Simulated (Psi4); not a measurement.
**WO3 (tungsten trioxide) at DSD-PBEP86/def2-SVPD (core potential, density fitting for correlation)**

Aim: the vertical singlet–triplet gap of WO3 (tungsten trioxide) at DSD-PBEP86/def2-SVPD (core potential, density fitting for correlation), from 2 runs. 

The calculation is run with Psi4 1.11.

1 further run of the same task is left out (set aside as unsound or not needed).

## 1. The structure to begin with

WO3: 4 atoms, total charge 0, spin state singlet. As SMILES, `[O]=[W](=[O])=[O]`. Geometry: relaxed at PBE0-D4/def2-TZVP.

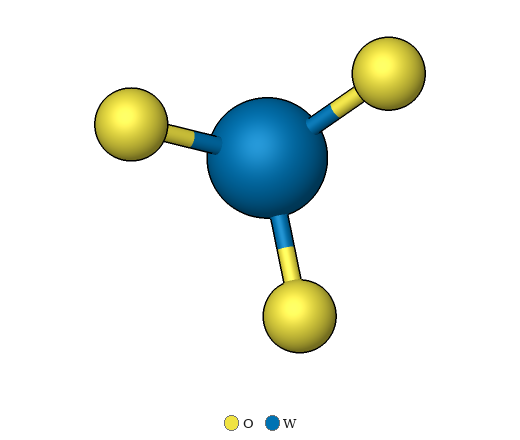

Viewed from a chosen angle; oxygen yellow, tungsten blue.

## 2. The energy at DSD-PBEP86/def2-SVPD (core potential, density fitting for correlation)

File run.py:

```python
import numpy as np
from ase.calculators.psi4 import Psi4
from ase import Atoms

atoms = Atoms(['O', 'W', 'O', 'O'], positions=[
    [-0.237500, 0.265200, 1.555000],
    [-0.366400, -0.283700, -0.065200],
    [1.071700, -1.143300, -0.433900],
    [-0.412200, 1.101500, -1.076300],
])
calc = Psi4(atoms=atoms, method='dsd-pbep86', basis='def2-SVPD', memory='1600MB', num_threads=1, charge=0, multiplicity=1, label='psi4-calc')
calc.psi4.set_options({'puream': True, 'e_convergence': 1e-09, 'd_convergence': 1e-08, 'scf_type': 'pk', 'dft_radial_points': 99, 'dft_spherical_points': 590, 'num_frozen_docc': 3})
atoms.calc = calc

print(f'energy: {atoms.get_potential_energy():.6f} eV')
```

Launch:

```sh
$ python run.py
```

psi4-calc.dat:

```text
[...]
    !!!  WARNING: ECP capability is in beta. Please check occupations closely.  !!!
[...]
  Running in c1 symmetry.
[...]
  Nuclear repulsion =  140.368928856597250
[...]
  Multiplicity = 1
[...]
  Nalpha       = 19
  Nbeta        = 19
[...]
    Number of basis functions: 104
[...]
   @RKS iter   1:  -290.63489921105412   -7.52044e-01   1.36157e-02 DIIS/ADIIS
[...]
   @RKS iter  17:  -291.52979236500505   -3.75167e-12   6.37104e-09 DIIS
[...]
    Orbital Energies [Eh]
    ---------------------
    Doubly Occupied:
       1A    -20.096081     2A    -20.096079     3A    -20.096067
       4A     -3.427694     5A     -1.982225     6A     -1.982214
       7A     -1.971150     8A     -1.148908     9A     -1.124114
      10A     -1.124103    11A     -0.566619    12A     -0.566615
      13A     -0.537368    14A     -0.527591    15A     -0.527575
      16A     -0.454516    17A     -0.432679    18A     -0.432673
      19A     -0.430604
[...]
  @RKS Final Energy:  -291.52979236500505
   => Energetics <=
    Nuclear Repulsion Energy =            140.3689288565972504
    One-Electron Energy =                -701.9664337166673249
    Two-Electron Energy =                 279.5884068206772781
    DFT Exchange-Correlation Energy =      -9.5206943256122045
    Empirical Dispersion Energy =           0.0000000000000000
    VV10 Nonlocal Energy =                  0.0000000000000000
    Total Energy =                       -291.5297923650050507
[...]
 Multipole Moments:
 ------------------------------------------------------------------------------------
     Multipole            Electronic (a.u.)      Nuclear  (a.u.)        Total (a.u.)
 ------------------------------------------------------------------------------------
 L = 1.  Multiply by 2.5417464519 to convert [e a0] to [Debye]
 Dipole X            :        -17.4875176           15.4639477           -2.0235699
 Dipole Y            :        -12.3523770           10.9229633           -1.4294137
 Dipole Z            :         -2.7635344            2.4438161           -0.3197183
 Magnitude           :                                                    2.4980550
[...]
```

The script printed:

```text
energy: -7947.812889 eV
```

Run time: 16 s. Hardware: 1 thread of AMD EPYC 9B14 (Zen 4), shared host; peak memory 0.66 GiB.

## 3. The triplet

File o3w.py:

```python
import psi4

psi4.set_memory('1600 MB')
psi4.set_num_threads(1)
psi4.core.set_output_file('run.log', False)

m = psi4.geometry("""
0 3
O     -0.237500     0.265200     1.555000
W     -0.366400    -0.283700    -0.065200
O      1.071700    -1.143300    -0.433900
O     -0.412200     1.101500    -1.076300
symmetry c1
""")

psi4.set_options({
    'basis': 'def2-SVPD',
    'reference': 'uks',
    'puream': True,
    'e_convergence': 1e-09,
    'd_convergence': 1e-08,
    'scf_type': 'pk',
    'dft_radial_points': 99,
    'dft_spherical_points': 590,
    'num_frozen_docc': 3,
    'maxiter': 100,
})

result = psi4.energy("dsd-pbep86")
print(f'dsd-pbep86 energy: {result:.10f} Eh')
for k, v in sorted(psi4.core.scalar_variables().items()):
    print(f'{k:45s} {v:18.10f}')
```

Launch:

```sh
$ python o3w.py
```

run.log:

```text
[...]
    !!!  WARNING: ECP capability is in beta. Please check occupations closely.  !!!
[...]
  Running in c1 symmetry.
[...]
  Nuclear repulsion =  140.368928856597250
[...]
  Multiplicity = 3
[...]
  Nalpha       = 20
  Nbeta        = 18
[...]
    Number of basis functions: 104
[...]
   @UKS iter   1:  -290.83428115702105   -9.51426e-01   1.10444e-02 ADIIS/DIIS
[...]
   @UKS iter  33:  -291.48146968548610   -3.58114e-12   4.97149e-09 DIIS
[...]
   @S^2 Observed:                2.139042837E+00
[...]
    Orbital Energies [Eh]
    ---------------------
    Alpha Occupied:
       1A    -20.173772     2A    -20.173684     3A    -20.082311
       4A     -3.410448     5A     -1.974116     6A     -1.967782
       7A     -1.957573     8A     -1.242552     9A     -1.222051
      10A     -1.115469    11A     -0.664138    12A     -0.613769
      13A     -0.585960    14A     -0.585299    15A     -0.583277
      16A     -0.571433    17A     -0.486103    18A     -0.461736
      19A     -0.447805    20A     -0.338911
    Alpha Virtual:
      21A     -0.012490    22A     -0.002039    23A      0.024208
      24A      0.056161    25A      0.065427    26A      0.068821
[...]
  @UKS Final Energy:  -291.48146968548610
   => Energetics <=
    Nuclear Repulsion Energy =            140.3689288565972504
    One-Electron Energy =                -701.1283373432429471
    Two-Electron Energy =                 278.7959041611313751
    DFT Exchange-Correlation Energy =      -9.5179653599717664
    Empirical Dispersion Energy =           0.0000000000000000
    VV10 Nonlocal Energy =                  0.0000000000000000
    Total Energy =                       -291.4814696854861040
[...]
 Multipole Moments:
 ------------------------------------------------------------------------------------
     Multipole            Electronic (a.u.)      Nuclear  (a.u.)        Total (a.u.)
 ------------------------------------------------------------------------------------
 L = 1.  Multiply by 2.5417464519 to convert [e a0] to [Debye]
 Dipole X            :        -16.7717196           15.4639477           -1.3077720
 Dipole Y            :        -11.0342658           10.9229633           -0.1113026
 Dipole Z            :         -2.3930708            2.4438161            0.0507453
 Magnitude           :                                                    1.3134804
[...]
```

On the terminal:

```text
dsd-pbep86 energy: -291.9714426240 Eh
CURRENT ENERGY                                   -291.9714426240
CURRENT REFERENCE ENERGY                         -291.4814696855
DD SOLVATION ENERGY                                 0.0000000000
DFT FUNCTIONAL TOTAL ENERGY                      -291.4814696855
DFT TOTAL ENERGY                                 -291.9714426240
DFT VV10 ENERGY                                     0.0000000000
DFT XC ENERGY                                      -9.5179653600
DOUBLE-HYBRID CORRECTION ENERGY                    -0.4899729385
DSD-PBEP86 DOUBLE-HYBRID CORRECTION ENERGY         -0.4899729385
DSD-PBEP86 TOTAL ENERGY                          -291.9714426240
GRID ELECTRONS ALPHA                               19.9999991403
GRID ELECTRONS BETA                                17.9999995714
GRID ELECTRONS TOTAL                               37.9999987117
NUCLEAR REPULSION ENERGY                          140.3689288566
ONE-ELECTRON ENERGY                              -701.1283373432
PCM POLARIZATION ENERGY                             0.0000000000
PE ENERGY                                           0.0000000000
SCF ITERATION ENERGY                             -291.4814696855
SCF ITERATIONS                                     33.0000000000
SCF TOTAL ENERGY                                 -291.4814696855
TWO-ELECTRON ENERGY                               278.7959041611
XC GRID RADIAL POINTS                              99.0000000000
XC GRID SPHERICAL POINTS                          590.0000000000
XC GRID TOTAL POINTS                           226263.0000000000
```

Wall time 43 s (1 thread of AMD EPYC 9B14 (Zen 4), shared host); peak memory 0.64 GiB.

## 4. What came out

At DSD-PBEP86/def2-SVPD (core potential, density fitting for correlation), 3 core orbitals frozen:

| quantity | value |
| --- | --- |
| singlet: total energy | -292.07674 Eh |
| singlet: HOMO energy (SCF part's orbitals) | -11.72 eV |
| singlet: LUMO energy (SCF part's orbitals) | -3.39 eV |
| singlet: HOMO–LUMO gap (SCF part's orbitals) | 8.33 eV |
| triplet: total energy | -291.97144 Eh |
| triplet: HOMO energy (SCF part's orbitals) (highest over α and β) | -9.22 eV |
| triplet: LUMO energy (SCF part's orbitals) (lowest over α and β) | -3.75 eV |
| triplet: ⟨S²⟩ | 2.139 |
| vertical energy of the triplet above the singlet | 2.865 eV |

At this shape the triplet lies 2.87 eV (66 kcal/mol) above the singlet. ⟨S²⟩ (triplet) is 2.14 where a pure triplet has 2.00: the reference is spin-contaminated.
